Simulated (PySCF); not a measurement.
# Run report: C4H10Cl2Zr, geometry relaxation (part 2 of 2)

C4H10Cl2Zr; PBE0-D3(BJ)/def2-SVP geometry optimisation, gas phase (PySCF 2.14.0). It belongs to a series of runs on one base structure; here: two ligands: Cl to Et.

Geometry of the input (Å):
```
Zr -0.3309  -0.0888  -0.2638
C  -0.3551  -0.0554  1.9033
C  -1.9062  0.0915  2.1937
H  0.3048  0.8016  2.3778
H  0.0227  -1.0055  2.3219
H  -2.0498  0.0960  3.2923
H  -2.2035  1.0483  1.8338
H  -2.3664  -0.7176  1.7566
C  1.6839  -0.0278  -0.8903
C  1.4738  -0.0446  -2.4497
H  2.2396  -0.9546  -0.6440
H  2.3050  0.8457  -0.6453
H  2.3540  -0.0097  -3.0450
H  0.8742  -0.9242  -2.7773
H  0.9203  0.8335  -2.7912
Cl -1.4582  1.9266  -1.0326
Cl -1.5368  -1.8156  -1.0797
```

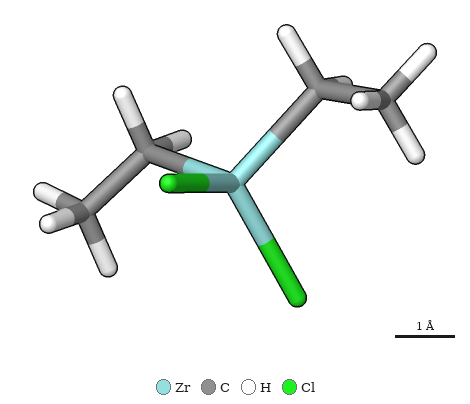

Figure 1. The geometry at step 17 of the log (stick view, seen at a tilt).

## Trajectory as extended XYZ, continued
```
17
Properties=species:S:1:pos:R:3:forces:R:3 step=12 energy=-30617.03445
Zr   -0.5277    0.0477   -0.4765    0.0232   0.0431   0.0148
C    -0.7268   -0.1111    1.6975   -0.0023  -0.0108  -0.0001
C    -2.1267    0.0481    2.2831   -0.0228   0.0061  -0.0207
H    -0.0321    0.6538    2.1032    0.0007  -0.0036   0.0044
H    -0.2858   -1.0935    1.9663   -0.0054  -0.0013  -0.0003
H    -2.1408   -0.0609    3.3810    0.0087  -0.0011  -0.0017
H    -2.5508    1.0391    2.0544   -0.0005   0.0026   0.0001
H    -2.8254   -0.7029    1.8795    0.0008  -0.0100   0.0040
C     1.6180   -0.0751   -0.8800    0.0003   0.0030   0.0135
C     1.9961    0.0112   -2.3562    0.0074  -0.0145  -0.0054
H     1.9868   -1.0134   -0.4185   -0.0031  -0.0043  -0.0062
H     2.0724    0.7530   -0.2977    0.0067  -0.0040  -0.0023
H     3.0879   -0.0126   -2.5133    0.0036  -0.0015   0.0063
H     1.5729   -0.8278   -2.9319   -0.0053   0.0079  -0.0066
H     1.6292    0.9426   -2.8174   -0.0049  -0.0013  -0.0030
Cl   -1.2109    2.2022   -1.1217   -0.0030  -0.0008  -0.0011
Cl   -1.5647   -1.8010   -1.4915   -0.0039  -0.0094   0.0043
17
Properties=species:S:1:pos:R:3:forces:R:3 step=13 energy=-30617.03535
Zr   -0.5219    0.0614   -0.4792    0.0186   0.0157  -0.0104
C    -0.7464   -0.1126    1.6904    0.0087  -0.0012  -0.0021
C    -2.1508    0.0500    2.2644   -0.0138  -0.0068  -0.0397
H    -0.0489    0.6438    2.1073   -0.0056   0.0039   0.0122
H    -0.3141   -1.0997    1.9559   -0.0054  -0.0023  -0.0041
H    -2.1741   -0.0658    3.3611    0.0015   0.0079   0.0054
H    -2.5714    1.0423    2.0350    0.0070   0.0070   0.0090
H    -2.8465   -0.6976    1.8500   -0.0049  -0.0127   0.0065
C     1.6278   -0.0797   -0.8661   -0.0069   0.0181  -0.0207
C     2.0254    0.0088   -2.3379   -0.0350  -0.0191  -0.0063
H     1.9821   -1.0250   -0.4079   -0.0016  -0.0006   0.0108
H     2.0869    0.7413   -0.2776    0.0054  -0.0108   0.0119
H     3.1188   -0.0238   -2.4808    0.0029   0.0025   0.0006
H     1.6010   -0.8238   -2.9222    0.0051   0.0009   0.0010
H     1.6694    0.9432   -2.8020    0.0105   0.0051   0.0071
Cl   -1.2020    2.2169   -1.1283    0.0064  -0.0091   0.0086
Cl   -1.5637   -1.7805   -1.5019    0.0070   0.0014   0.0103
17
Properties=species:S:1:pos:R:3:forces:R:3 step=14 energy=-30617.03550
Zr   -0.5125    0.0718   -0.4790    0.0064  -0.0098  -0.0183
C    -0.7611   -0.1135    1.6865    0.0135   0.0136   0.0006
C    -2.1718    0.0536    2.2442   -0.0053  -0.0258  -0.0366
H    -0.0644    0.6361    2.1171   -0.0077   0.0043   0.0117
H    -0.3380   -1.1047    1.9511   -0.0052  -0.0027  -0.0053
H    -2.2063   -0.0663    3.3402   -0.0050   0.0150   0.0069
H    -2.5871    1.0476    2.0130    0.0097   0.0063   0.0101
H    -2.8645   -0.6918    1.8207   -0.0036  -0.0050   0.0038
C     1.6387   -0.0839   -0.8539   -0.0066   0.0234  -0.0327
C     2.0450    0.0060   -2.3237   -0.0490  -0.0155  -0.0020
H     1.9816   -1.0347   -0.3985   -0.0003   0.0000   0.0149
H     2.1038    0.7302   -0.2606    0.0041  -0.0109   0.0146
H     3.1389   -0.0334   -2.4600    0.0020   0.0027  -0.0051
H     1.6176   -0.8215   -2.9133    0.0099  -0.0050   0.0063
H     1.6968    0.9434   -2.7879    0.0179   0.0088   0.0121
Cl   -1.1892    2.2277   -1.1306    0.0090  -0.0049   0.0112
Cl   -1.5559   -1.7671   -1.5050    0.0100   0.0056   0.0081
17
Properties=species:S:1:pos:R:3:forces:R:3 step=15 energy=-30617.03511
Zr   -0.4967    0.0824   -0.4760   -0.0148  -0.0303  -0.0174
C    -0.7770   -0.1143    1.6842    0.0172   0.0291   0.0072
C    -2.1980    0.0596    2.2140    0.0055  -0.0456  -0.0195
H    -0.0850    0.6270    2.1358   -0.0052   0.0017   0.0054
H    -0.3675   -1.1106    1.9502   -0.0032  -0.0026  -0.0051
H    -2.2524   -0.0626    3.3091   -0.0110   0.0200   0.0038
H    -2.6036    1.0564    1.9776    0.0055   0.0034   0.0069
H    -2.8857   -0.6833    1.7777   -0.0022   0.0081  -0.0020
C     1.6552   -0.0894   -0.8374   -0.0010   0.0203  -0.0223
C     2.0636    0.0019   -2.3067   -0.0413  -0.0050   0.0014
H     1.9854   -1.0466   -0.3859    0.0003   0.0005   0.0109
H     2.1300    0.7152   -0.2392    0.0012  -0.0069   0.0094
H     3.1575   -0.0449   -2.4414    0.0010  -0.0009  -0.0092
H     1.6306   -0.8199   -2.8999    0.0104  -0.0075   0.0076
H     1.7236    0.9438   -2.7679    0.0183   0.0087   0.0108
Cl   -1.1689    2.2394   -1.1288    0.0109   0.0017   0.0108
Cl   -1.5395   -1.7544   -1.5049    0.0083   0.0054   0.0013
17
Properties=species:S:1:pos:R:3:forces:R:3 step=16 energy=-30617.03503
Zr   -0.4915    0.0825   -0.4739   -0.0184  -0.0268  -0.0077
C    -0.7788   -0.1142    1.6856    0.0149   0.0292   0.0090
C    -2.2035    0.0615    2.2049    0.0083  -0.0414  -0.0085
H    -0.0898    0.6261    2.1433   -0.0031  -0.0008   0.0010
H    -0.3727   -1.1114    1.9533   -0.0030  -0.0024  -0.0030
H    -2.2660   -0.0592    3.2999   -0.0087   0.0158   0.0006
H    -2.6054    1.0592    1.9659    0.0020   0.0017   0.0020
H    -2.8896   -0.6807    1.7648   -0.0013   0.0100  -0.0045
C     1.6599   -0.0906   -0.8336    0.0021   0.0142  -0.0054
C     2.0638    0.0006   -2.3038   -0.0198  -0.0005   0.0029
H     1.9887   -1.0485   -0.3823    0.0001  -0.0006   0.0027
H     2.1373    0.7121   -0.2348    0.0005  -0.0022   0.0024
H     3.1573   -0.0470   -2.4421    0.0005  -0.0039  -0.0062
H     1.6289   -0.8207   -2.8959    0.0053  -0.0047   0.0039
H     1.7250    0.9439   -2.7631    0.0106   0.0056   0.0067
Cl   -1.1606    2.2409   -1.1244    0.0075   0.0051   0.0063
Cl   -1.5317   -1.7551   -1.5033    0.0026   0.0017  -0.0023
17
Properties=species:S:1:pos:R:3:forces:R:3 step=17 energy=-30617.03509
Zr   -0.4900    0.0817   -0.4732   -0.0154  -0.0200  -0.0013
C    -0.7789   -0.1141    1.6864    0.0141   0.0241   0.0085
C    -2.2053    0.0621    2.2009    0.0082  -0.0317  -0.0063
H    -0.0914    0.6263    2.1462   -0.0019  -0.0007  -0.0003
H    -0.3737   -1.1114    1.9551   -0.0035  -0.0019  -0.0018
H    -2.2724   -0.0573    3.2958   -0.0051   0.0113  -0.0009
H    -2.6053    1.0601    1.9602   -0.0003   0.0013   0.0003
H    -2.8904   -0.6795    1.7586   -0.0032   0.0071  -0.0047
C     1.6613   -0.0910   -0.8318    0.0037   0.0104   0.0046
C     2.0636    0.0001   -2.3023   -0.0072  -0.0001   0.0007
H     1.9899   -1.0488   -0.3802   -0.0005  -0.0005  -0.0012
H     2.1391    0.7113   -0.2329    0.0000  -0.0001  -0.0006
H     3.1569   -0.0478   -2.4424    0.0000  -0.0050  -0.0021
H     1.6283   -0.8216   -2.8937    0.0014  -0.0016   0.0007
H     1.7253    0.9439   -2.7609    0.0052   0.0035   0.0034
Cl   -1.1568    2.2413   -1.1216    0.0053   0.0051   0.0036
Cl   -1.5287   -1.7559   -1.5040   -0.0009  -0.0012  -0.0025
17
Properties=species:S:1:pos:R:3:forces:R:3 step=18 energy=-30617.03518
Zr   -0.4888    0.0807   -0.4724   -0.0113  -0.0132   0.0015
C    -0.7789   -0.1137    1.6873    0.0114   0.0172   0.0077
C    -2.2075    0.0631    2.1960    0.0088  -0.0201  -0.0055
H    -0.0929    0.6266    2.1491   -0.0018   0.0002  -0.0007
H    -0.3751   -1.1112    1.9573   -0.0038  -0.0012  -0.0011
H    -2.2797   -0.0549    3.2907   -0.0024   0.0066  -0.0010
H    -2.6054    1.0614    1.9533   -0.0017   0.0005  -0.0010
H    -2.8915   -0.6779    1.7510   -0.0039   0.0040  -0.0043
C     1.6628   -0.0916   -0.8294    0.0037   0.0076   0.0079
C     2.0640   -0.0008   -2.3001    0.0008   0.0005  -0.0011
H     1.9912   -1.0495   -0.3777   -0.0007  -0.0008  -0.0026
H     2.1410    0.7105   -0.2306   -0.0009   0.0012  -0.0017
H     3.1572   -0.0492   -2.4415   -0.0001  -0.0056   0.0010
H     1.6282   -0.8227   -2.8909   -0.0013   0.0011  -0.0012
H     1.7264    0.9434   -2.7582    0.0017   0.0014   0.0014
Cl   -1.1529    2.2418   -1.1191    0.0036   0.0025   0.0021
Cl   -1.5267   -1.7568   -1.5044   -0.0021  -0.0019  -0.0015
17
Properties=species:S:1:pos:R:3:forces:R:3 step=19 energy=-30617.03524
Zr   -0.4875    0.0799   -0.4715   -0.0066  -0.0093   0.0030
C    -0.7792   -0.1131    1.6881    0.0096   0.0100   0.0054
C    -2.2100    0.0644    2.1900    0.0067  -0.0090  -0.0043
H    -0.0949    0.6272    2.1521   -0.0017   0.0012  -0.0005
H    -0.3771   -1.1108    1.9599   -0.0033  -0.0005  -0.0007
H    -2.2879   -0.0520    3.2845   -0.0013   0.0022  -0.0007
H    -2.6060    1.0631    1.9449   -0.0025   0.0001  -0.0017
H    -2.8927   -0.6760    1.7421   -0.0033   0.0015  -0.0028
C     1.6644   -0.0923   -0.8264    0.0027   0.0048   0.0064
C     2.0652   -0.0021   -2.2973    0.0050   0.0009  -0.0013
H     1.9925   -1.0503   -0.3748   -0.0008  -0.0006  -0.0025
H     2.1431    0.7096   -0.2279   -0.0015   0.0017  -0.0016
H     3.1583   -0.0515   -2.4392   -0.0003  -0.0057   0.0024
H     1.6288   -0.8239   -2.8878   -0.0026   0.0027  -0.0020
H     1.7286    0.9425   -2.7553    0.0000   0.0001   0.0004
Cl   -1.1488    2.2423   -1.1169    0.0016   0.0011   0.0008
Cl   -1.5253   -1.7576   -1.5042   -0.0016  -0.0011  -0.0002
17
Properties=species:S:1:pos:R:3:forces:R:3 step=20 energy=-30617.03526
Zr   -0.4860    0.0791   -0.4706   -0.0029  -0.0050   0.0039
C    -0.7800   -0.1123    1.6888    0.0065   0.0046   0.0032
C    -2.2135    0.0661    2.1828    0.0038   0.0002  -0.0035
H    -0.0976    0.6279    2.1555   -0.0019   0.0017  -0.0003
H    -0.3801   -1.1102    1.9627   -0.0024  -0.0001  -0.0001
H    -2.2977   -0.0489    3.2769   -0.0009  -0.0014  -0.0006
H    -2.6074    1.0650    1.9349   -0.0019  -0.0007  -0.0018
H    -2.8947   -0.6736    1.7314   -0.0014  -0.0004  -0.0008
C     1.6664   -0.0931   -0.8228    0.0008   0.0026   0.0021
C     2.0677   -0.0038   -2.2936    0.0063   0.0012  -0.0009
H     1.9935   -1.0514   -0.3711   -0.0002  -0.0005  -0.0011
H     2.1453    0.7086   -0.2244   -0.0016   0.0018  -0.0007
H     3.1608   -0.0545   -2.4351   -0.0002  -0.0053   0.0022
H     1.6307   -0.8252   -2.8842   -0.0029   0.0029  -0.0021
H     1.7326    0.9412   -2.7520   -0.0002  -0.0002   0.0003
Cl   -1.1446    2.2426   -1.1152    0.0000  -0.0004  -0.0002
Cl   -1.5239   -1.7583   -1.5037   -0.0010  -0.0009   0.0003
17
Properties=species:S:1:pos:R:3:forces:R:3 step=21 energy=-30617.03527
Zr   -0.4852    0.0787   -0.4702   -0.0016  -0.0035   0.0042
C    -0.7807   -0.1117    1.6891    0.0051   0.0026   0.0016
C    -2.2157    0.0672    2.1786    0.0016   0.0030  -0.0032
H    -0.0996    0.6286    2.1572   -0.0016   0.0017  -0.0002
H    -0.3820   -1.1097    1.9644   -0.0016   0.0001   0.0003
H    -2.3034   -0.0471    3.2725   -0.0009  -0.0024  -0.0006
H    -2.6086    1.0661    1.9291   -0.0015  -0.0009  -0.0014
H    -2.8959   -0.6724    1.7254   -0.0003  -0.0010   0.0002
C     1.6674   -0.0935   -0.8208   -0.0004   0.0015  -0.0008
C     2.0699   -0.0048   -2.2914    0.0051   0.0010  -0.0005
H     1.9938   -1.0519   -0.3688    0.0003  -0.0001   0.0000
H     2.1460    0.7083   -0.2223   -0.0013   0.0014   0.0000
H     3.1631   -0.0565   -2.4319    0.0000  -0.0049   0.0014
H     1.6326   -0.8259   -2.8822   -0.0024   0.0026  -0.0017
H     1.7357    0.9403   -2.7503    0.0006   0.0002   0.0007
Cl   -1.1428    2.2425   -1.1148   -0.0007  -0.0007  -0.0005
Cl   -1.5232   -1.7588   -1.5032   -0.0004  -0.0006   0.0003
```

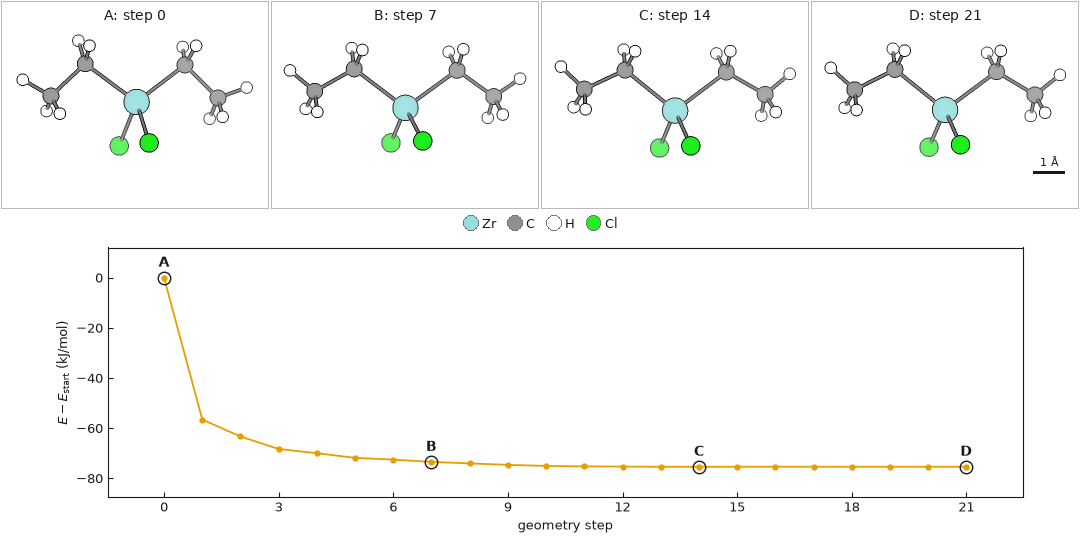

Figure 2. Frames of the relaxation (ball-and-stick view, seen at a tilt) above the curves, on which the letters mark them (steps are counted from 0).

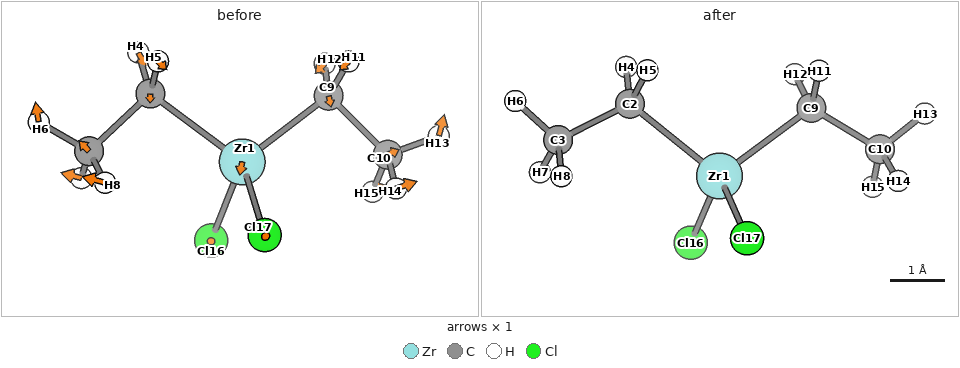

Figure 3. Before (left) and after (right) the relaxation, at one scale (ball-and-stick view, seen at a tilt). The orange arrows give the displacements, at true length. The largest move after the best rigid fit is that of H8, 0.47 Å. By element the largest moves are H 0.47 Å, C 0.30 Å, Zr 0.28 Å, Cl 0.17 Å. Distances before and after: Zr1–Cl17 2.259 → 2.350 Å, Zr1–Cl16 2.434 → 2.352 Å, Zr1–C9 2.111 → 2.188 Å, C3–H8 1.028 → 1.102 Å. Among the angles that change: Zr1–C9–C10 99.6° → 114.1°, Zr1–C2–C3 101.3° → 115.7°, Zr1–C9–H12 119.7° → 106.3°. After 21 geometry steps the energy has fallen by 75.4 kJ/mol. The largest force component goes from 3.7 to 0.0051 eV/Å. (Atoms are counted from 1 in the order of the input.)

## Summary

- outcome: converged
- total energy: −1125.155303 hartree
- dipole moment: 2.16 D
- point group: C1
- hardware: 1 CPU thread, shared host
- wall time: 6 min
- peak memory: 0.78 GiB
